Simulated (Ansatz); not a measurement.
## Run report: Si₂H₇Cl, geometry relaxation

System: Si₂H₇Cl.
Method: RHF/def2-SVP (Ansatz 0.2.0).

The input holds or restrains some coordinates. Forces given for the steps count only the free coordinates. It belongs to a series of runs on one base structure; here: pulled along the bonds that form and break, towards end A. Figures and captions count atoms from 1; the log counts them from 0 in places.

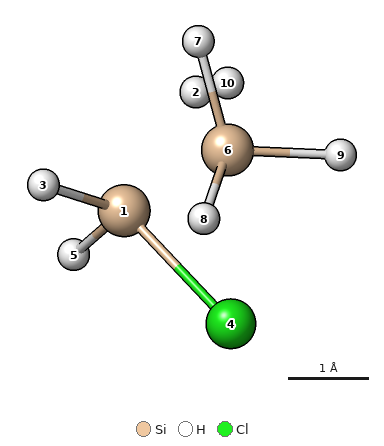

The starting structure (ball-and-stick view, seen at a tilt; atoms are numbered from 1 in the order of the input).

Input:
```yaml
crystal:
  periodic: [false, false, false]
  atoms:
    - { symbol: Si, position_ang: [0.0, 0.0, 0.0] }
    - { symbol: H, position_ang: [0.0, 0.0, 1.81] }
    - { symbol: H, position_ang: [1.3768, 0.0, -0.4862] }
    - { symbol: Cl, position_ang: [-1.0032, 1.7381, -0.7093] }
    - { symbol: H, position_ang: [-0.6877, -1.1914, -0.4862] }
    - { symbol: Si, position_ang: [0.9447, 2.1969, 0.7946] }
    - { symbol: H, position_ang: [2.0882, 1.9485, 1.6677] }
    - { symbol: H, position_ang: [1.3741, 2.9873, -0.3554] }
    - { symbol: H, position_ang: [-0.0801, 2.9297, 1.5325] }
    - { symbol: H, position_ang: [0.3734, 0.8683, 1.8966] }
basis:
  gaussian: { orbitals: def2-SVP }
hamiltonian:
  xc: hf
relax:
  f_tol: 0.15
  max_steps: 25
  restrain:
    - { distance: [0, 5], at: 3.42, k: 30.0 }
    - { distance: [9, 1], at: 1.86, k: 30.0 }
    - { distance: [0, 1], at: 1.46, k: 30.0 }
    - { distance: [9, 5], at: 1.46, k: 30.0 }
output:
  orbitals: {}
```

Launched with:
```bash
ansatz run input.yaml --threads 1 --pin off --max-ram 2048MiB --backend cpu --events-out ev --progress --plain --runs-dir out
```

Log:
```
The last accepted step is kept in [file] (removed where the run ends without a failure and the disk answers)
Engine: ansatz 0.2.0, aarch64-unknown-linux-gnu
Functional definition: HF
  exchange = exact_x
  correlation = 0
904 factors; integrals over basis functions are off by at most 4.4e-4 eV
mean field evaluation 1: about -28321.3951 eV, gradient 1.9e1 eV
mean field evaluation 2: about -28321.3968 eV, gradient 1.9e1 eV
mean field evaluation 4: about -28323.1473 eV, gradient 2.2e0 eV
mean field evaluation 8: about -28323.1806 eV, gradient 1.0e-2 eV
mean field -28323.18058320 eV, -1040.8576882913 hartree, gradient 1.1e-5 eV, S^2 0.000000; 0 other end points of the search recorded, 0 dependent functions left out
the calculation of the forces begins
reference -28323.18058320 eV, -1040.8576882913 hartree; 26, 26 occupied and 63, 63 virtual orbitals, 904 factors
relax step   1: F+E_penalty+E_count = -28323.18058320 eV  Δ(F+E_penalty+E_count) = +0.000e0 eV  max|allowed force component| = 3.451e0 eV/Å  E_restraint = 28.35834107 eV  max|allowed force component, restraints' pulls added| = 3.367e1 eV/Å  Δτ_max = 0.0000 Å  (34 SCF iters, accepted)
  distance Si 0 - Si 5 = 2.5200 Å
  distance H 9 - H 1 = 0.9491 Å
  distance Si 0 - H 1 = 1.8100 Å
  distance H 9 - Si 5 = 1.8182 Å
these checks for a lower state are left out or cut short: starts, cluster_reference, orbital_swaps, neighbouring_geometries, increment
904 factors; integrals over basis functions are off by at most 8.6e-4 eV
mean field evaluation 16: about -28325.3787 eV, gradient 2.0e-5 eV
mean field -28325.37871808 eV, -1040.9384682582 hartree, gradient 4.7e-5 eV, S^2 0.000000; 0 other end points of the search recorded, 0 dependent functions left out
[... from here on the field's lines of each further geometry are left out, up to the last ...]
relax step   2: F+E_penalty+E_count = -28325.37871808 eV  Δ(F+E_penalty+E_count) = -2.198e0 eV  max|allowed force component| = 3.439e0 eV/Å  E_restraint = 12.44055767 eV  max|allowed force component, restraints' pulls added| = 2.273e1 eV/Å  Δτ_max = 0.1950 Å  (27 SCF iters, accepted)
relax step   3: F+E_penalty+E_count = -28326.59670459 eV  Δ(F+E_penalty+E_count) = -1.218e0 eV  max|allowed force component| = 4.380e0 eV/Å  E_restraint = 3.08189167 eV  max|allowed force component, restraints' pulls added| = 8.035e0 eV/Å  Δτ_max = 0.1970 Å  (25 SCF iters, accepted)
relax step   4: F+E_penalty+E_count = -28328.25219788 eV  Δ(F+E_penalty+E_count) = -1.655e0 eV  max|allowed force component| = 3.568e0 eV/Å  E_restraint = 0.32915741 eV  max|allowed force component, restraints' pulls added| = 2.056e0 eV/Å  Δτ_max = 0.1934 Å  (23 SCF iters, accepted)
relax step   5: F+E_penalty+E_count = -28329.43998310 eV  Δ(F+E_penalty+E_count) = -1.188e0 eV  max|allowed force component| = 1.657e0 eV/Å  E_restraint = 0.04583884 eV  max|allowed force component, restraints' pulls added| = 1.215e0 eV/Å  Δτ_max = 0.1994 Å  (21 SCF iters, accepted)
relax step   6: F+E_penalty+E_count = -28330.07456344 eV  Δ(F+E_penalty+E_count) = -6.346e-1 eV  max|allowed force component| = 7.474e-1 eV/Å  E_restraint = 0.00666005 eV  max|allowed force component, restraints' pulls added| = 7.474e-1 eV/Å  Δτ_max = 0.1949 Å  (21 SCF iters, accepted)
relax step   7: F+E_penalty+E_count = -28330.33322667 eV  Δ(F+E_penalty+E_count) = -2.587e-1 eV  max|allowed force component| = 8.676e-1 eV/Å  E_restraint = 0.01381582 eV  max|allowed force component, restraints' pulls added| = 3.030e-1 eV/Å  Δτ_max = 0.1960 Å  (20 SCF iters, accepted)
relax step   8: F+E_penalty+E_count = -28330.38312461 eV  Δ(F+E_penalty+E_count) = -4.990e-2 eV  max|allowed force component| = 8.172e-1 eV/Å  E_restraint = 0.01573096 eV  max|allowed force component, restraints' pulls added| = 1.907e-1 eV/Å  Δτ_max = 0.2000 Å  (21 SCF iters, accepted)
the calculation of the forces begins
reference -28330.39203798 eV, -1041.1227043664 hartree; 26, 26 occupied and 63, 63 virtual orbitals, 904 factors
relax step   9: F+E_penalty+E_count = -28330.39203798 eV  Δ(F+E_penalty+E_count) = -8.913e-3 eV  max|allowed force component| = 7.433e-1 eV/Å  E_restraint = 0.01273210 eV  max|allowed force component, restraints' pulls added| = 7.321e-2 eV/Å  Δτ_max = 0.1033 Å  (20 SCF iters, accepted)
  distance Si 0 - Si 5 = 3.4432 Å
  distance H 9 - H 1 = 1.8768 Å
  distance Si 0 - H 1 = 1.4614 Å
  distance H 9 - Si 5 = 1.4652 Å
904 factors; integrals over basis functions are off by at most 8.2e-4 eV
mean field evaluation 64: about -28330.3918 eV, gradient 1.9e-1 eV
```

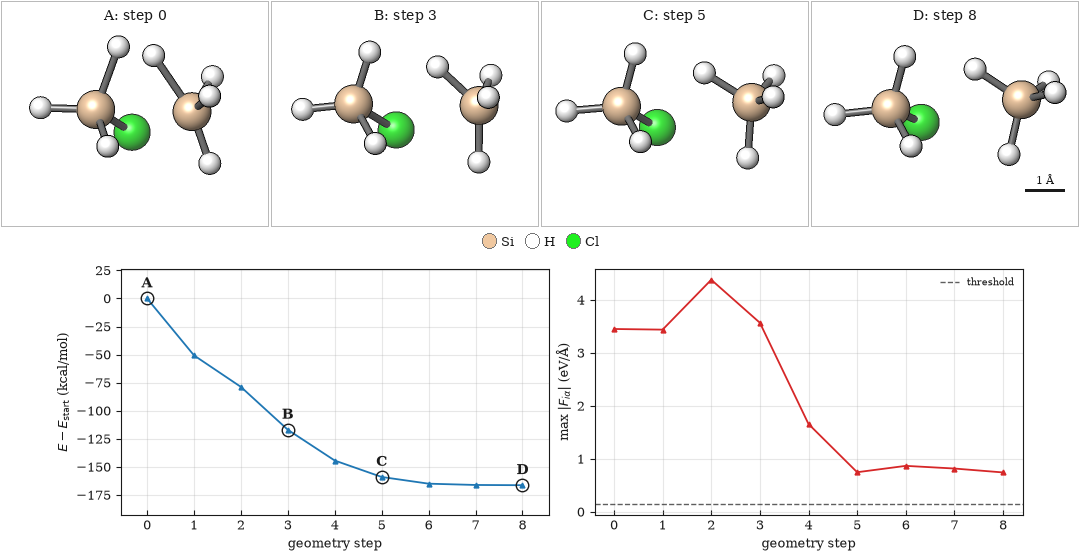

Frames of the restrained relaxation (ball-and-stick view, seen at a tilt) above the curves, on which the letters mark them (the first geometry is step 0 here and step 1 in the log).

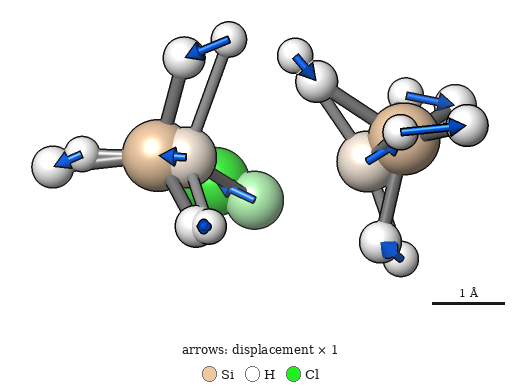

Start (faint) and end (solid) with the displacements as blue arrows, at true length (ball-and-stick view, seen at a tilt). The two geometries are laid on each other by the best rigid fit. The energy falls by 166.3 kcal/mol in 8 geometry steps. Largest force component: 3.5 eV/Å at the start, 0.74 eV/Å at the end. H7 moves most after the best rigid fit: 0.93 Å. Largest moves by element: H 0.93 Å, Si 0.63 Å, Cl 0.63 Å. Among the contacts that change: Si6–H10 1.818 → 1.465 Å, Si1–H2 1.810 → 1.461 Å, Si1–Cl4 2.128 → 2.079 Å, Si1–H5 1.459 → 1.477 Å. Among the angles that change: H8–Si6–H10 164.9° → 110.9°, H7–Si6–H10 76.1° → 108.4°, H9–Si6–H10 80.8° → 109.6°. (Atoms are counted from 1 in the order of the input.)

```
mean field -28330.39203798 eV, -1041.1227043664 hartree, gradient 2.8e-5 eV, S^2 0.000000; 1 other end points of the search recorded, 0 dependent functions left out
the calculation of the forces begins
reference -28330.39203798 eV, -1041.1227043664 hartree; 26, 26 occupied and 63, 63 virtual orbitals, 904 factors
Total energy: -28330.39203798 eV, -1041.1227043664 hartree
Atom 0 at    -0.221152    -0.310204    -0.122020 Å, force    -0.342068    -0.637804    -0.378146 eV/Å
Atom 1 at    -0.255333    -0.423488     1.334625 Å, force    -0.233797    -0.440627    -0.042923 eV/Å
Atom 2 at     1.150429    -0.070774    -0.591563 Å, force     0.020002     0.015973    -0.015864 eV/Å
Atom 3 at    -1.443755     1.271934    -0.692411 Å, force     0.016282     0.002565     0.008999 eV/Å
Atom 4 at    -0.759661    -1.521865    -0.772193 Å, force    -0.002279     0.008855     0.008461 eV/Å
Atom 5 at     1.173762     2.501807     1.293008 Å, force     0.358295     0.743303     0.271636 eV/Å
Atom 6 at     2.423986     2.729947     2.059642 Å, force    -0.005382     0.002735    -0.000691 eV/Å
Atom 7 at     1.489235     2.539398    -0.148215 Å, force     0.010538    -0.002104    -0.014463 eV/Å
Atom 8 at     0.199963     3.564026     1.628070 Å, force    -0.008805     0.003660    -0.007650 eV/Å
Atom 9 at     0.628726     1.196620     1.675355 Å, force     0.187213     0.303444     0.170641 eV/Å
Dipole moment:     0.178825    -0.271667     0.092837 e Å
```

Trajectory as extended XYZ (Å, eV, eV/Å), 9 frames, from step=1 to step=9:
```
10
Properties=species:S:1:pos:R:3:forces:R:3 step=1 energy=-28323.18058
Si    0.0000    0.0000    0.0000    0.3653   0.8860   2.7411
H     0.0000    0.0000    1.8100   -1.1491  -3.0304  -1.1586
H     1.3768    0.0000   -0.4862    0.3545  -0.5674   0.4622
Cl   -1.0032    1.7381   -0.7093   -2.2913  -1.5530  -1.2054
H    -0.6877   -1.1914   -0.4862   -0.8237  -0.1059  -0.3623
Si    0.9447    2.1969    0.7946    1.6685   1.9362   2.2551
H     2.0882    1.9485    1.6677    1.3280   0.7688   0.5759
H     1.3741    2.9873   -0.3554    0.3445  -0.1049  -0.3682
H    -0.0801    2.9297    1.5325   -0.0425   0.9505   0.5110
H     0.3734    0.8683    1.8966    0.2457   0.8201  -3.4509
10
Properties=species:S:1:pos:R:3:forces:R:3 step=2 energy=-28325.37872
Si   -0.0471   -0.1147    0.0320    0.3612   0.7243   3.4388
H    -0.0629   -0.1496    1.7233   -0.9778  -2.1538  -3.3461
H     1.3690   -0.0077   -0.4774   -0.5981   0.0008   0.5281
Cl   -1.0152    1.7132   -0.7119   -0.4621  -1.9186  -0.0069
H    -0.7054   -1.2104   -0.4963   -1.2447  -1.5473  -1.5162
Si    0.9988    2.3148    0.8864   -0.0227   0.1598   2.8358
H     2.1120    1.9564    1.6828    2.3089   1.0844   0.6929
H     1.3787    2.9888   -0.3580    0.1870  -0.5764  -0.3330
H    -0.0876    2.9471    1.5453   -0.3719   2.0191   0.6970
H     0.4459    1.0395    1.8381    0.8202   2.2076  -2.9904
10
Properties=species:S:1:pos:R:3:forces:R:3 step=3 energy=-28326.59670
Si   -0.1033   -0.2521    0.0703    2.6201   4.3801   2.0769
H    -0.1178   -0.2719    1.6109   -0.6099  -1.1047  -1.7871
H     1.3485   -0.0011   -0.4694   -1.3814  -0.6070   0.6861
Cl   -1.0026    1.6825   -0.6996   -0.3928  -2.2601   0.2156
H    -0.7280   -1.2497   -0.5322   -2.0741  -3.0817  -2.1331
Si    1.0361    2.4172    0.9891   -0.1074  -0.5155   0.3485
H     2.1521    1.9745    1.6931    2.9245   1.2092   1.1250
H     1.3777    2.9730   -0.3584    0.0573  -0.6692   0.3592
H    -0.0968    2.9865    1.5580   -0.9108   2.6618   1.0745
H     0.5202    1.2185    1.8024   -0.1255  -0.0129  -1.9655
10
Properties=species:S:1:pos:R:3:forces:R:3 step=4 energy=-28328.25220
Si   -0.1207   -0.3309    0.0413    1.3520   3.5684   0.1392
H    -0.1724   -0.3762    1.5079   -0.3906  -0.6689  -0.3179
H     1.2993   -0.0562   -0.4499   -0.8400  -0.6785   0.3768
Cl   -1.0433    1.5721   -0.6944   -0.2163  -1.8928   0.2599
H    -0.7892   -1.3424   -0.6053   -1.1147  -1.8462  -1.2162
Si    1.0875    2.5338    1.1013   -0.2512  -1.2902  -0.2032
H     2.2897    2.0997    1.7461    1.6947   1.4019   0.8391
H     1.3840    2.9426   -0.3213   -0.0615  -0.4593   0.6876
H    -0.0892    3.1532    1.6131   -0.1621   2.0560   0.7475
H     0.5403    1.2817    1.7255   -0.0104  -0.1904  -1.3128
10
Properties=species:S:1:pos:R:3:forces:R:3 step=5 energy=-28329.43998
Si   -0.1489   -0.3378   -0.0064    0.4443   1.6574  -0.1133
H    -0.2077   -0.4267    1.4548   -0.3644  -0.4966  -0.1426
H     1.2639   -0.1158   -0.4394   -0.3584  -0.4584   0.0826
Cl   -1.1004    1.4611   -0.6997   -0.2842  -1.0504   0.0728
H    -0.8200   -1.4126   -0.6561   -0.4097  -0.8767  -0.5755
Si    1.1115    2.5620    1.1670   -0.1785  -1.0367   0.0059
H     2.3913    2.2564    1.8160    0.5725   1.2146   0.4928
H     1.3842    2.9124   -0.2667   -0.0662  -0.3125   0.5237
H    -0.0365    3.3148    1.6681    0.4236   1.1649   0.4357
H     0.5489    1.2635    1.6267    0.2209   0.1944  -0.7822
10
Properties=species:S:1:pos:R:3:forces:R:3 step=6 energy=-28330.07456
Si   -0.1763   -0.3371   -0.0492    0.0576   0.0317  -0.1080
H    -0.2481   -0.4442    1.4112   -0.3318  -0.4000  -0.1037
H     1.2377   -0.1732   -0.4498   -0.1217  -0.2058  -0.0546
Cl   -1.1777    1.3685   -0.7199   -0.3509  -0.2360  -0.0987
H    -0.8279   -1.4702   -0.6960   -0.0540  -0.2954  -0.2163
Si    1.1278    2.5546    1.2130    0.1132  -0.0798   0.2879
H     2.4477    2.4265    1.8929   -0.1031   0.7474   0.1620
H     1.3804    2.8719   -0.2191   -0.0244  -0.2307   0.2560
H     0.0522    3.4441    1.7241    0.5619   0.3825   0.1771
H     0.5705    1.2366    1.5571    0.2532   0.2859  -0.3016
10
Properties=species:S:1:pos:R:3:forces:R:3 step=7 energy=-28330.33323
Si   -0.2006   -0.3409   -0.0840   -0.3354  -0.4729  -0.3719
H    -0.2932   -0.4346    1.3736   -0.2912  -0.3560  -0.0525
H     1.2128   -0.2111   -0.4840   -0.0728   0.0356  -0.0549
Cl   -1.2899    1.3099   -0.7675    0.0257  -0.2386   0.0556
H    -0.8074   -1.5230   -0.7254    0.0257  -0.0095  -0.0393
Si    1.1452    2.5341    1.2490    0.4676   0.8676   0.5339
H     2.4602    2.6064    1.9697   -0.3030   0.1558  -0.1166
H     1.3830    2.7987   -0.1874    0.0025  -0.1506   0.0735
H     0.1680    3.5315    1.7807    0.2744  -0.0959  -0.0587
H     0.6080    1.2064    1.5397    0.2066   0.2644   0.0309
10
Properties=species:S:1:pos:R:3:forces:R:3 step=8 energy=-28330.38313
Si   -0.2225   -0.3230   -0.1149   -0.1302  -0.5330  -0.3116
H    -0.3166   -0.3991    1.3414   -0.2509  -0.5098  -0.0244
H     1.1724   -0.0526   -0.5111   -0.0849  -0.1176  -0.0511
Cl   -1.4117    1.2550   -0.7421   -0.1192   0.0672  -0.0706
H    -0.7268   -1.5459   -0.7746    0.0341   0.0431   0.0235
Si    1.1700    2.5041    1.2809    0.3709   0.8172   0.3154
H     2.4601    2.6669    2.0033   -0.0501   0.0370  -0.0549
H     1.4103    2.6011   -0.1735    0.0328  -0.0179   0.0370
H     0.2306    3.5715    1.7074    0.0544  -0.0510  -0.0271
H     0.6203    1.1996    1.6476    0.1430   0.2647   0.1638
10
Properties=species:S:1:pos:R:3:forces:R:3 step=9 energy=-28330.39204
Si   -0.2212   -0.3102   -0.1220   -0.3421  -0.6378  -0.3781
H    -0.2553   -0.4235    1.3346   -0.2338  -0.4406  -0.0429
H     1.1504   -0.0708   -0.5916    0.0200   0.0160  -0.0159
Cl   -1.4438    1.2719   -0.6924    0.0163   0.0026   0.0090
H    -0.7597   -1.5219   -0.7722   -0.0023   0.0089   0.0085
Si    1.1738    2.5018    1.2930    0.3583   0.7433   0.2716
H     2.4240    2.7299    2.0596   -0.0054   0.0027  -0.0007
H     1.4892    2.5394   -0.1482    0.0105  -0.0021  -0.0145
H     0.2000    3.5640    1.6281   -0.0088   0.0037  -0.0076
H     0.6287    1.1966    1.6754    0.1872   0.3034   0.1706
```

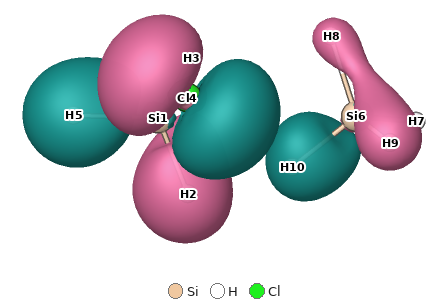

The HOMO at ±0.1 Å⁻³ᐟ² (teal and pink are the two phases), seen from the side. It lies mainly on Cl4 (45 %), Si1 (15 %), H5 (10 %) and H2 (10 %). Its energy is −12.18 eV.

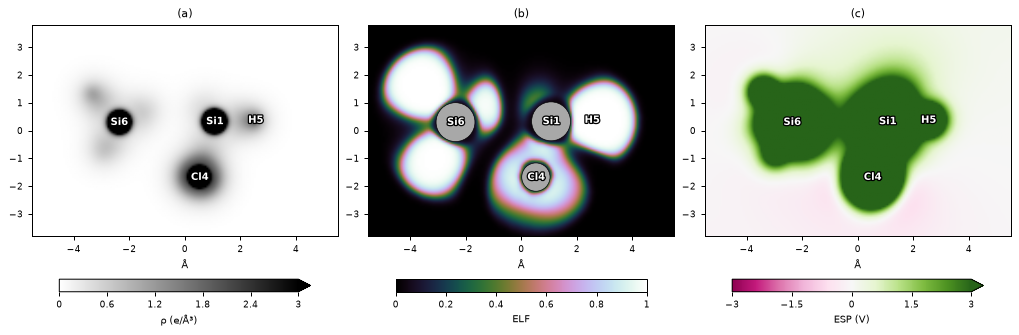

(a) total electron density; (b) electron localisation function; (c) molecular electrostatic potential on the plane of atoms Cl4, Si1 and H5. Grey discs, where drawn, cover atomic cores. The section cuts through Si, Cl and H sites. Si1···Si6 (3.44 Å): ρ at the midpoint is about 0.08 e/Å³, with its minimum of 0.07 e/Å³ about 1.5 Å from Si; the ELF is only about 0.05 between them. Si–Cl (2.08 Å): ρ is about 0.84 e/Å³ halfway; the ELF peaks at about 0.90 between the atoms, which marks a shared but strongly polarised pair.

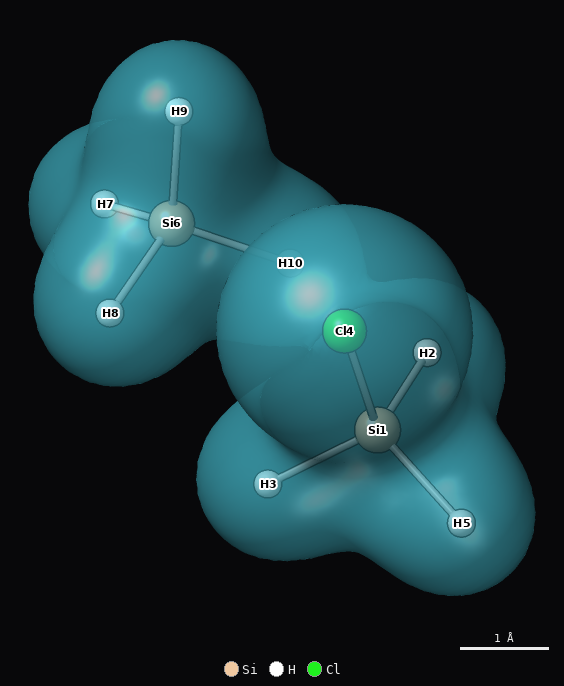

Isosurface of the total electron density at 0.1 e/Å³ (cyan), seen at an oblique angle. At this value the surface is in one piece. It is pinched off along the Si···Si (3.44 Å) contacts. On the grid the lowest density along these lines, outside the cores, is 0.07 e/Å³ (Si···Si, 3.44 Å), 0.59 e/Å³ (Si–Cl, 2.08 Å) and 0.83 e/Å³ (Si–H, 1.46 Å).

Summary:

```json
{"quantity": "outcome", "value": "converged under the restraints of the input"}
{"quantity": "total energy", "value": "−28330.3920 eV"}
{"quantity": "mean-field energy", "value": "−28330.3920 eV"}
{"quantity": "largest force (length of the vector) at the end, held atoms and coordinates included", "value": "0.869 eV/Å"}
{"quantity": "hardware", "value": "1 thread of Arm Neoverse V2, 24 GiB of memory available, shared host"}
{"quantity": "wall time", "value": "14 s"}
{"quantity": "peak memory", "value": "0.16 GiB"}
```
